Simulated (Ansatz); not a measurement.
A series of calculations on CH8BP

## 1. Relaxation

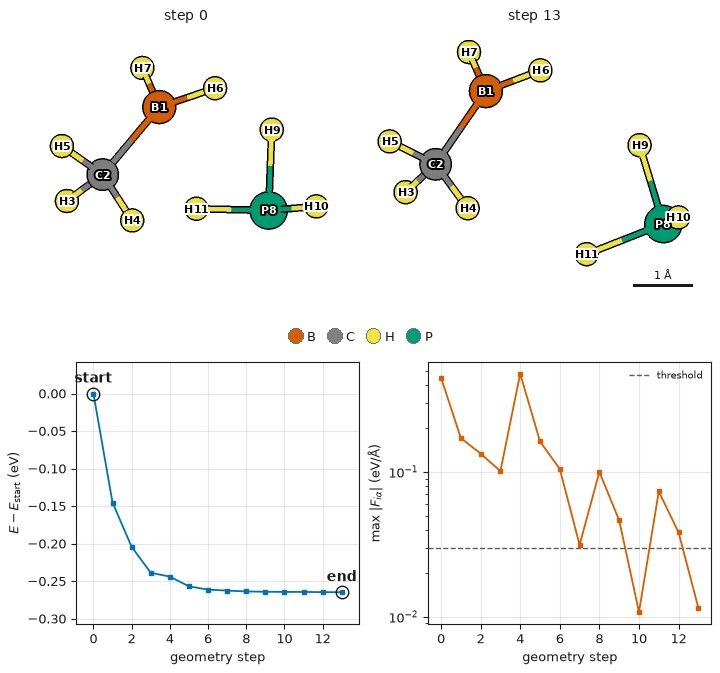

First and last geometry of a relaxation of CH8BP, with the history of the run. The picture is a ball-and-stick view, seen at a tilt.

The run prepares an end point of a later path (reaction) calculation, from a guessed geometry.

Level of theory: Ansatz, RHF/cc-pVDZ. Set-up: no spin polarisation; force threshold 0.03 eV/Å; at most 50 steps.

Question: What do the curves and the structures tell?

Answer: It converged. H11 moves most after the best rigid fit: 1.47 Å. Largest moves by element: H 1.47 Å, P 0.96 Å, B 0.58 Å, C 0.41 Å. Some distances before and after: B1–C2 1.589 → 1.571 Å. The energy falls by 0.265 eV in 13 geometry steps. The largest force component goes from 0.45 to 0.012 eV/Å. The forces were under the threshold at step 10, but the run went on from there.

Limits of the set-up: Hartree-Fock leaves out electron correlation.

## 2. Relaxation

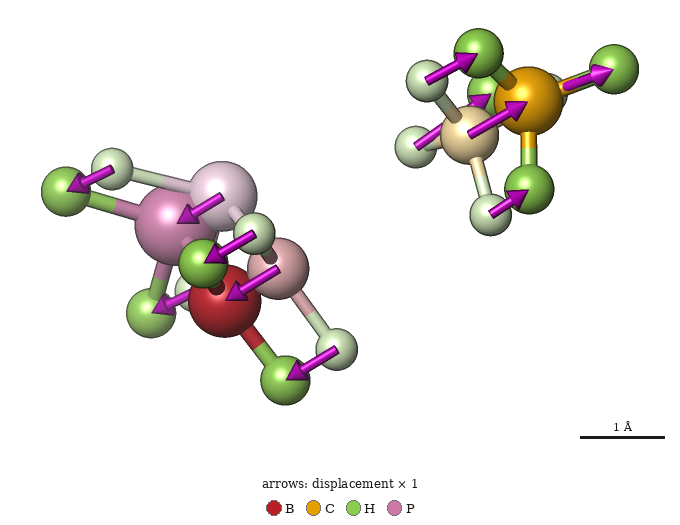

A relaxation of CH8BP. The starting structure is drawn faded, the final one solid; purple arrows show the displacements, at their true length. The two geometries are superimposed by the best rigid fit.

The picture is a ball-and-stick view, seen at a tilt.

The run prepares an end point of a later path (reaction) calculation, from a guessed geometry.

Method: RHF/cc-pVDZ (Ansatz 0.2.0).

Input file:
```yaml
crystal:
  periodic: [false, false, false]
  atoms:
    - { symbol: B, position_ang: [0.205345, -0.750232, -0.123727] }
    - { symbol: C, position_ang: [-0.199921, 0.215392, 2.490731] }
    - { symbol: H, position_ang: [-0.776312, 0.314314, 3.414457] }
    - { symbol: H, position_ang: [0.860877, 0.168679, 2.737353] }
    - { symbol: H, position_ang: [-0.400801, 1.075993, 1.854838] }
    - { symbol: H, position_ang: [1.305408, -0.317654, 0.065362] }
    - { symbol: H, position_ang: [-0.664122, -0.030394, -0.519447] }
    - { symbol: P, position_ang: [-0.170356, -2.601082, 0.195352] }
    - { symbol: H, position_ang: [-0.993755, -2.876317, -0.920754] }
    - { symbol: H, position_ang: [1.020821, -3.197163, -0.282029] }
    - { symbol: H, position_ang: [-0.505685, -0.720235, 2.002564] }
basis:
  gaussian: { orbitals: cc-pVDZ }
hamiltonian:
  xc: hf
relax:
  f_tol: 0.03
  max_steps: 50
```

Launched with:
```bash
ansatz run input.yaml --threads 1 --pin off --max-ram 2048MiB --backend cpu --events-out ev --progress --plain --runs-dir out
```

Question: Describe the change and its energy.

Answer: After 11 geometry steps the energy has fallen by 26.1 kJ/mol. Largest force component: 0.49 eV/Å at the start, 0.015 eV/Å at the end. The largest move after the best rigid fit is that of H11, 1.12 Å. By element the largest moves are H 1.12 Å, C 0.83 Å, B 0.76 Å, P 0.66 Å. Among the contacts that change: B1–P8 1.915 → 1.907 Å, C2–H11 1.099 → 1.091 Å. Bond angles that change, for instance: B1–P8–H9 99.8° → 102.5°.

Limits of the set-up: the start holds two separate molecules, 2.2 Å apart at their closest, whose relative position is a soft coordinate and is computed without a dispersion correction; Hartree-Fock leaves out electron correlation.

## 3. Path

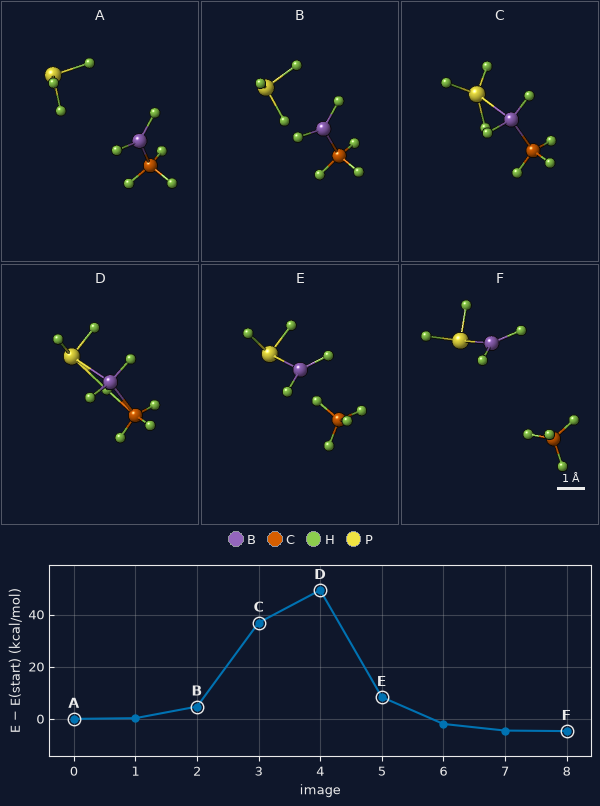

NEB run on CH$_{8}$BP, made up at the start of CH5B and PH3. Images are numbered from 0 (start) to 8 (end). Frames A to F are images 0, 2, 3, 4, 5, 8. A ball-and-stick model, seen from a free direction.

Method: RHF/cc-pVDZ (Ansatz). Set-up: 7 movable images; climbing image; force threshold 0.03 eV/Å; iteration limit 60; starting path through a guess of the saddle point.

Q: Describe the mechanism and the energy profile.

A: Forward barrier 49.4 kcal/mol, backward barrier 54.0 kcal/mol, with image 4 at the top; the reaction energy is −4.7 kcal/mol. Breaking: B–C (1.57 → 4.40 Å), H–P (1.42 → 4.29 Å). Forming: B–P (4.60 → 1.91 Å), C–H (4.15 → 1.09 Å). The band is converged. At the top, the vibrational analysis gives one imaginary mode (1442i cm⁻¹), as a transition state must have.

Limits of the set-up: the start holds two separate molecules, 3.8 Å apart at their closest, whose relative position is a soft coordinate and is computed without a dispersion correction; Hartree-Fock leaves out electron correlation.
